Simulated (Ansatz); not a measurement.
**CH₄OSi···HF: density, localisation and related maps**

Input

```
crystal:
  periodic: [false, false, false]
  atoms:
    - { symbol: Si, position_ang: [-0.791994, -0.624585, 0.229438] }
    - { symbol: F, position_ang: [-0.348302, 2.255903, 0.84007] }
    - { symbol: O, position_ang: [0.166956, -1.63936, -0.712996] }
    - { symbol: C, position_ang: [0.867823, -0.363037, -0.556319] }
    - { symbol: H, position_ang: [0.234714, 1.713715, 0.393834] }
    - { symbol: H, position_ang: [-0.886018, -0.947233, 1.668464] }
    - { symbol: H, position_ang: [-2.040143, -0.129206, -0.38752] }
    - { symbol: H, position_ang: [1.796065, -0.448862, 0.026475] }
    - { symbol: H, position_ang: [1.001, 0.182664, -1.501546] }
basis:
  gaussian: { orbitals: def2-SVP }
hamiltonian:
  xc: r2scanh
  dispersion: d4
relax:
  f_tol: 0.03
  max_steps: 50
output:
  orbitals: {}
```

Command:

```sh
ansatz run input.yaml --threads 2 --pin off --max-ram 3072MiB --backend cpu --events-out ev --progress --plain --runs-dir out
```

The fields are those of the relaxed geometry.

The calculation used Ansatz 0.2.0, RKS r2SCANh-D4/def2-SVP.

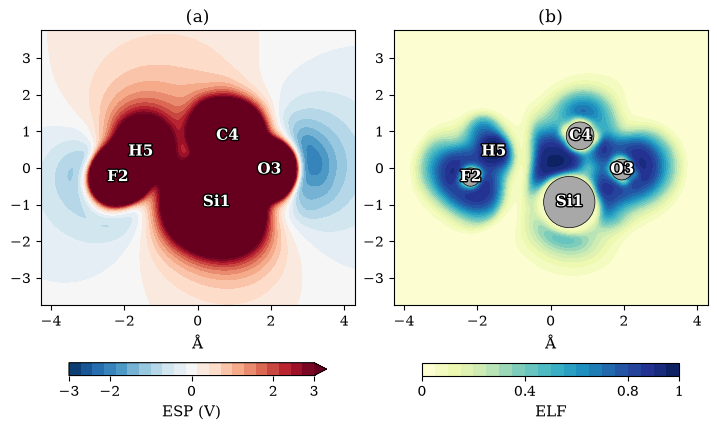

Figure 1. (a) electrostatic potential; (b) ELF on the plane of atoms O3, Si1 and C4. Grey discs cover the atomic cores in the ELF map.

> Describe what can be read from this map.

The plane passes through Si, F, O, C and H nuclei. Si1···H5 (2.49 Å): the ELF dips to about 0.10 between them. C–O (1.46 Å): the ELF peaks at about 0.85 between the atoms; a shared but strongly polarised pair. Si–O (1.68 Å): the ELF peaks at about 0.80 between the atoms; a polar covalent bond. C–Si (1.83 Å): the ELF peaks at about 0.85 between the atoms, as expected for a covalent bond. F–H (0.93 Å): the ELF climbs to about 1 towards the hydrogen, as it does in any bond to H (an ordinary covalent bond to hydrogen). The ELF also peaks beside F2 and O3, away from the bonds: lone-pair regions. Outside the dense part of the complex the potential is most negative (−2.1 V) near O3.

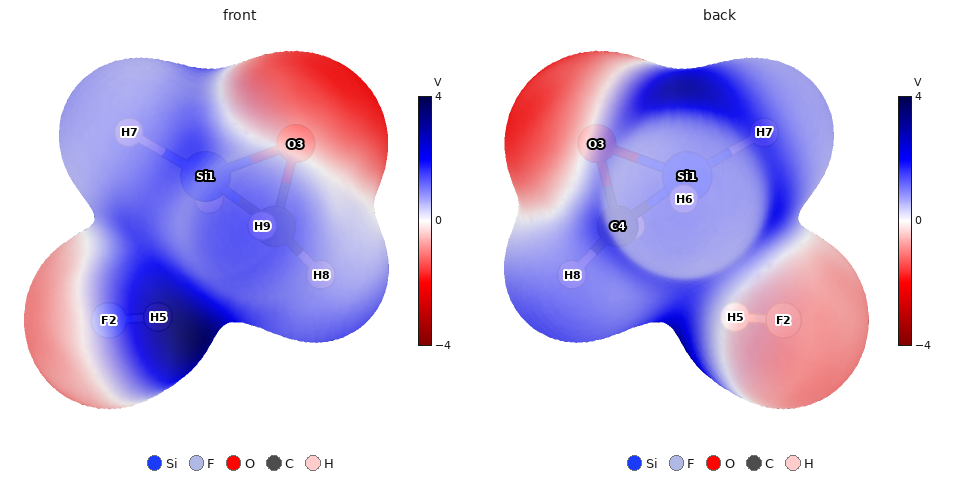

Figure 2. The electrostatic potential painted on the density surface at 0.004 e/bohr³, seen from the front and from behind; the colour scale runs from red (negative) to blue (positive).

> Which sites attract a positive test charge, and which a negative one?

A positive charge is drawn to the negative regions and a negative charge to the positive ones. The most negative region (about −1.9 V) lies over O3, the most positive (about +3.7 V) over H5. O3 is the likeliest acceptor of a hydrogen bond.

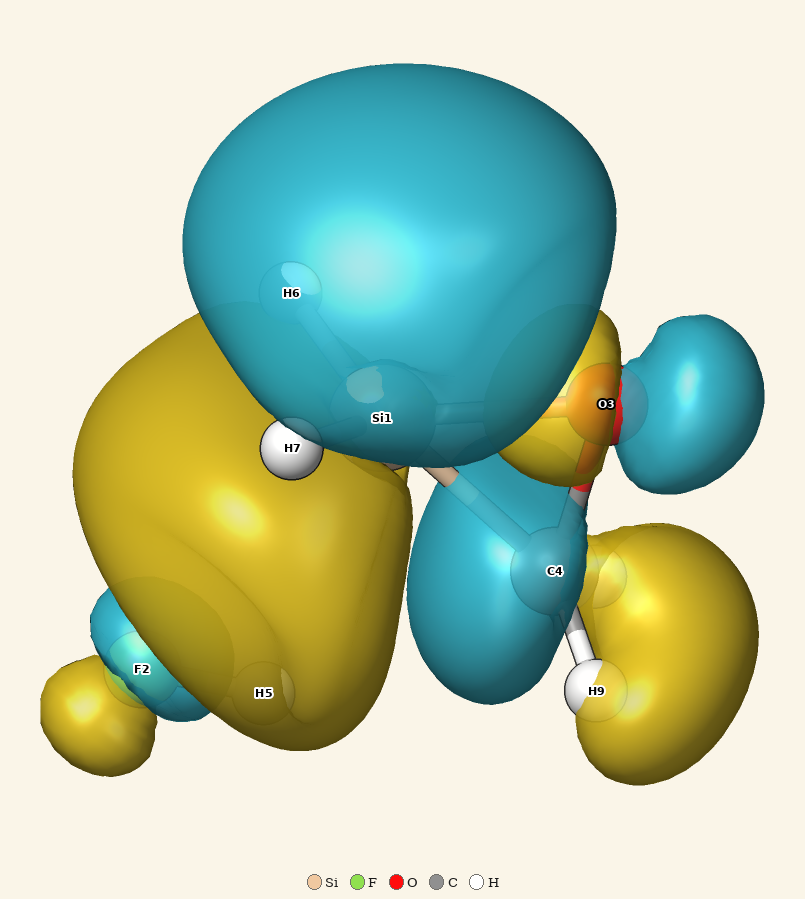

Figure 3. The LUMO at ±0.06 Å⁻³ᐟ² (yellow and cyan are the two phases), seen at a tilt.

> Describe this orbital and give its energy.

Its weight (Hirshfeld) is mainly on Si1 (about 55 %), C4 (about 10 %) and O3 (about 10 %). Its energy is −0.33 eV.
